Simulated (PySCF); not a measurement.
## Electronic structure of B3H5O (SMILES BBOB) in real space

Input file:

```
{"job": {"kind": "uv", "xc": "wB97X-D", "basis": "def2-SVPD", "nstates": 8, "ntriplets": 3}, "charge": 0, "multiplicity": 1}
B      1.833849    -0.423069    -0.037527
B      0.519045     0.594881     0.000040
O     -0.738845     0.255491     0.009366
B     -1.978599    -0.112245     0.019594
H      2.361121    -0.732027    -1.037449
H      2.356203    -0.796313     0.943151
H      0.739897     1.770456     0.028829
H     -2.556374    -0.247829    -1.002385
H     -2.522735    -0.303353     1.051201
```

Launched as:

```sh
OMP_NUM_THREADS=1 python probes_run.py task.json out
```

Geometry: GFN2-xTB.

Method: wB97X-D/def2-SVPD, SCF density, gas phase (PySCF).

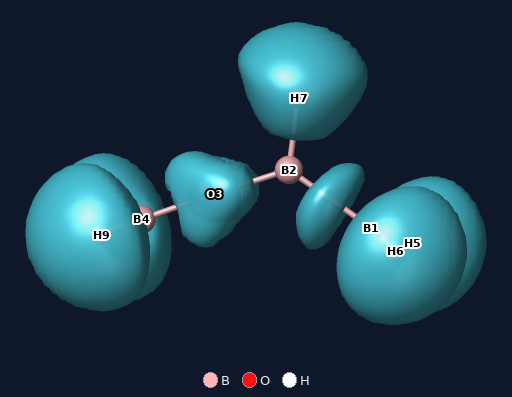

Figure 1. Isosurface of the ELF at 0.8 (cyan), seen across its widest extent. Core shells and regions of very low density are left out.

**What do the ELF domains correspond to?**

The surface consists of one region between bonded B–B atoms (shared pairs), five regions around hydrogen nuclei and one region on O in which the atom's valence shell and bonds are merged. Along the contacts the grid gives the following. B–O (1.29 Å): the ELF peaks at about 0.90 between the atoms: a short, strongly polar bond. B–B (1.66 Å): the ELF peaks at about 1 between the atoms, as expected for a covalent bond.

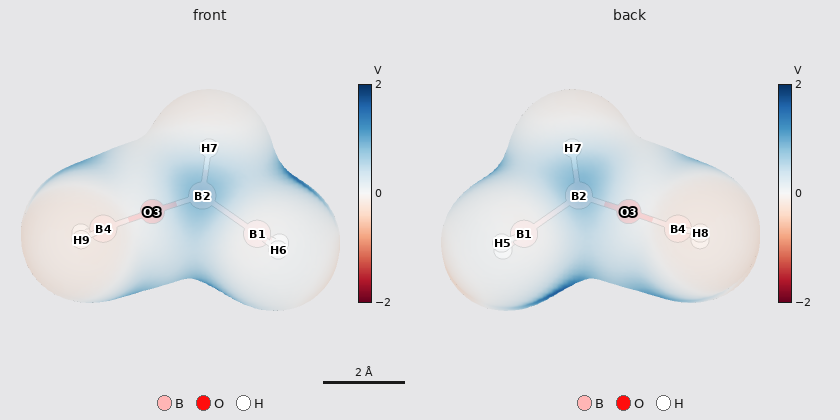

Figure 2. The electrostatic potential painted on the density surface at 0.001 e/bohr³, seen from the front and from behind; red is negative and blue positive.

**Where is the surface potential most negative and most positive?**

The most negative region (about −0.3 V) lies over H5, the most positive (about +1.5 V) over B1.

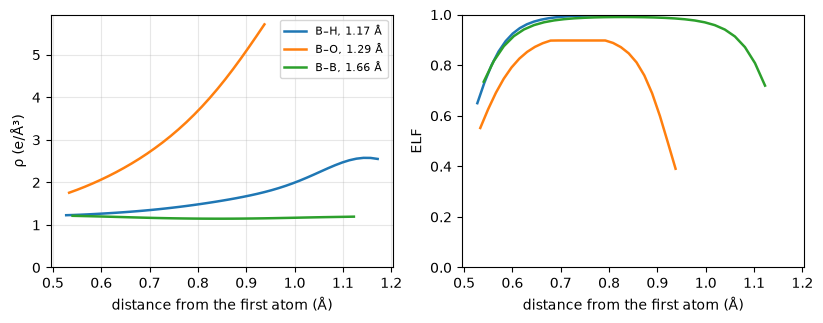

Figure 3. Total electron density and ELF along straight lines between neighbouring atoms. The curves leave out the atomic cores.

**What can be read from the curves?**

B–H (1.17 Å): ρ is about 1.3 e/Å³ halfway; the ELF climbs to about 1 towards the hydrogen, as it does in any bond to H (an ordinary covalent bond to hydrogen).
B–O (1.29 Å): ρ at the midpoint is about 2.3 e/Å³; the ELF peaks at about 0.90 between the atoms (a short, strongly polar bond).
B–B (1.66 Å): the density is about 1.1 e/Å³ at the midpoint; the ELF peaks at about 1 between the atoms (a shared electron pair).
